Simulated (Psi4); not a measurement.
# SiH4S (sulfanylsilane) at PBE0-2/DZ (density fitting, density fitting for correlation, Cartesian functions)

What is the vertical singlet–triplet gap of SiH4S (sulfanylsilane) at PBE0-2/DZ (density fitting, density fitting for correlation, Cartesian functions)? 

Program for the calculation: Psi4 1.11.

3 further runs of the same task are left out: 1 that didn't finish, 2 set aside as unsound or not needed.

### Step 1. Starting point

SiH4S: 6 atoms, total charge 0, spin state singlet. SMILES: `[SiH3]S`. Geometry: relaxed at PBE0-D4/def2-TZVP.

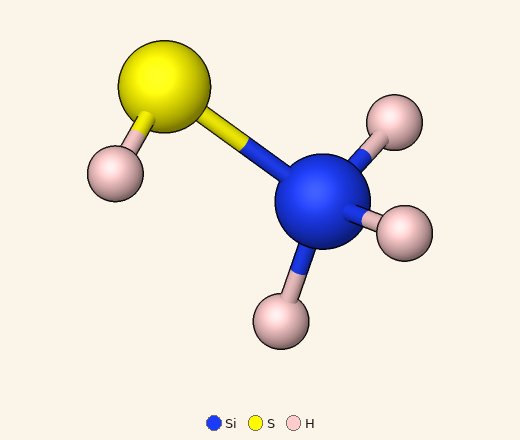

Viewed from a chosen angle; silicon blue, sulfur yellow, hydrogen pink.

### Step 2. The energy at PBE0-2/DZ (density fitting, density fitting for correlation, Cartesian functions)

Input file calc.py:

```python
import psi4

psi4.set_memory('1600 MB')
psi4.set_num_threads(1)
psi4.set_output_file('psi4.out', False)

geom = psi4.geometry("""
0 1
Si
S 1 2.137184
H 1 1.484975 2 111.62558
H 1 1.482135 3 109.95689 2 115.92603
H 1 1.484933 4 109.9684 3 -119.76762
H 2 1.343672 1 94.74753 4 179.90006
""")

options = {'basis': 'DZ', 'reference': 'rks', 'scf_type': 'df', 'freeze_core': True}
psi4.set_options(options)

e = psi4.energy("pbe0-2")
print('E =', round(e, 9))
for k, v in sorted(psi4.core.scalar_variables().items()):
    print(f'{k:45s} {v:18.10f}')
```

Command:

```bash
$ python calc.py
```

psi4.out:

```text
[...]
  Running in c1 symmetry.
[...]
  Nuclear repulsion =   89.238630159350436
[...]
  Multiplicity = 1
[...]
  Nalpha       = 17
  Nbeta        = 17
[...]
    Number of basis functions: 44
[...]
   @DF-RKS iter   1:  -689.21367196281915   -3.82126e-01   5.88671e-03 ADIIS/DIIS
[...]
   @DF-RKS iter   7:  -689.24576872606679   -8.02675e-09   3.33536e-07 DIIS
[...]
    Orbital Energies [Eh]
    ---------------------
    Doubly Occupied:
       1A    -91.164987     2A    -68.135986     3A     -8.719735
       4A     -6.469208     5A     -6.466835     6A     -6.462754
       7A     -5.971785     8A     -4.139158     9A     -4.137429
      10A     -4.137105    11A     -0.948522    12A     -0.704165
      13A     -0.536918    14A     -0.488722    15A     -0.469196
      16A     -0.423577    17A     -0.361274
[...]
  @DF-RKS Final Energy:  -689.24576872606679
   => Energetics <=
    Nuclear Repulsion Energy =             89.2386301593504356
    One-Electron Energy =               -1130.2782656356444022
    Two-Electron Energy =                 362.0079974125458193
    DFT Exchange-Correlation Energy =     -10.2141306623185670
    Empirical Dispersion Energy =           0.0000000000000000
    VV10 Nonlocal Energy =                  0.0000000000000000
    Total Energy =                       -689.2457687260667853
[...]
 Multipole Moments:
 ------------------------------------------------------------------------------------
     Multipole            Electronic (a.u.)      Nuclear  (a.u.)        Total (a.u.)
 ------------------------------------------------------------------------------------
 L = 1.  Multiply by 2.5417464519 to convert [e a0] to [Debye]
 Dipole X            :         -0.5037356            0.9569354            0.4531998
 Dipole Y            :         -0.2779209            0.5281782            0.2502573
 Dipole Z            :          2.6589209           -3.3201100           -0.6611892
 Magnitude           :                                                    0.8397558
[...]
```

On the terminal:

```text
E = -689.309562238
CURRENT ENERGY                                   -689.3095622378
CURRENT REFERENCE ENERGY                         -689.2457687261
DD SOLVATION ENERGY                                 0.0000000000
DFT FUNCTIONAL TOTAL ENERGY                      -689.2457687261
DFT TOTAL ENERGY                                 -689.3095622378
DFT VV10 ENERGY                                     0.0000000000
DFT XC ENERGY                                     -10.2141306623
DOUBLE-HYBRID CORRECTION ENERGY                    -0.0637935117
GRID ELECTRONS ALPHA                               17.0000035323
GRID ELECTRONS BETA                                17.0000035323
GRID ELECTRONS TOTAL                               34.0000070646
NUCLEAR REPULSION ENERGY                           89.2386301594
ONE-ELECTRON ENERGY                             -1130.2782656356
PBE0-2 DOUBLE-HYBRID CORRECTION ENERGY             -0.0637935117
PBE0-2 TOTAL ENERGY                              -689.3095622378
PCM POLARIZATION ENERGY                             0.0000000000
PE ENERGY                                           0.0000000000
SCF ITERATION ENERGY                             -689.2457687261
SCF ITERATIONS                                      7.0000000000
SCF TOTAL ENERGY                                 -689.2457687261
TWO-ELECTRON ENERGY                               362.0079974125
XC GRID RADIAL POINTS                              75.0000000000
XC GRID SPHERICAL POINTS                          302.0000000000
XC GRID TOTAL POINTS                           129510.0000000000
```

Run time: 2.3 s. Hardware: 1 thread of Intel Xeon 6975P-C (Granite Rapids), shared host; peak memory 0.32 GiB.

### Step 3. The triplet, same level

Input file calc.inp:

```
memory 1.6 GB

molecule geom {
  0 3
  Si    -0.32087550    -0.49775386    -0.82392059
  S      1.71454851    -0.02381055     2.63201055
  H     -3.07987564    -0.14040665    -0.45655783
  H      0.20522426    -3.13373283    -1.61099152
  H      0.56653989     1.28728144    -2.79887336
  H      0.99418491     2.38729101     2.97121639
  units au
}

set {
  reference   uks
  scf_type    df
  freeze_core true
}

result, w = energy("pbe0-2/DZ", return_wfn=True)
```

Command:

```bash
$ psi4 -n 1 calc.inp calc.out
```

calc.out:

```text
[...]
  Running in c1 symmetry.
[...]
  Nuclear repulsion =   89.238634662862651
[...]
  Multiplicity = 3
[...]
  Nalpha       = 18
  Nbeta        = 16
[...]
    Number of basis functions: 44
[...]
   @DF-UKS iter   1:  -688.98797523859434   -1.56429e-01   5.18923e-03 DIIS/ADIIS
[...]
   @DF-UKS iter  13:  -689.02363172000730   -2.47163e-08   3.90057e-07 DIIS
[...]
   @S^2 Observed:                2.006454765E+00
[...]
    Orbital Energies [Eh]
    ---------------------
    Alpha Occupied:
       1A    -91.256553     2A    -68.078011     3A     -8.815334
       4A     -6.572582     5A     -6.558367     6A     -6.557950
       7A     -5.919000     8A     -4.089512     9A     -4.082735
      10A     -4.082700    11A     -1.056947    12A     -0.704549
      13A     -0.595359    14A     -0.527038    15A     -0.506082
      16A     -0.442111    17A     -0.435919    18A     -0.123894
    Alpha Virtual:
      19A      0.083126    20A      0.156830    21A      0.160557
      22A      0.218995    23A      0.428326    24A      0.460143
      25A      0.460935    26A      0.480139    27A      0.594922
[...]
  @DF-UKS Final Energy:  -689.02363172000730
   => Energetics <=
    Nuclear Repulsion Energy =             89.2386346628626512
    One-Electron Energy =               -1129.4910333063603503
    Two-Electron Energy =                 361.4350017450951214
    DFT Exchange-Correlation Energy =     -10.2062348216048697
    Empirical Dispersion Energy =           0.0000000000000000
    VV10 Nonlocal Energy =                  0.0000000000000000
    Total Energy =                       -689.0236317200073017
[...]
 Multipole Moments:
 ------------------------------------------------------------------------------------
     Multipole            Electronic (a.u.)      Nuclear  (a.u.)        Total (a.u.)
 ------------------------------------------------------------------------------------
 L = 1.  Multiply by 2.5417464519 to convert [e a0] to [Debye]
 Dipole X            :          2.5096997           -2.0300002            0.4796995
 Dipole Y            :         -0.1020157            0.6412655            0.5392499
 Dipole Z            :          3.8454031           -2.7723104            1.0730927
 Magnitude           :                                                    1.2932246
[...]
```

Wall time 3.9 s (1 thread of Intel Xeon 6975P-C (Granite Rapids), shared host); peak memory 0.32 GiB.

### Step 4. Summary of results

Level: PBE0-2/DZ (density fitting, density fitting for correlation, Cartesian functions), 10 core orbitals frozen.

```
                                                         quantity          value
                                            singlet: total energy  -689.30956 Eh
                       singlet: HOMO energy (SCF part's orbitals)       -9.83 eV
                       singlet: LUMO energy (SCF part's orbitals)        2.33 eV
                     singlet: HOMO–LUMO gap (SCF part's orbitals)       12.16 eV
                                            triplet: total energy  -689.08373 Eh
triplet: HOMO energy (SCF part's orbitals) (highest over α and β)       -3.37 eV
 triplet: LUMO energy (SCF part's orbitals) (lowest over α and β)       -3.24 eV
                                                    triplet: ⟨S²⟩          2.006
                 vertical energy of the triplet above the singlet       6.145 eV
```

In words: At this shape the triplet lies 6.15 eV (142 kcal/mol) above the singlet.
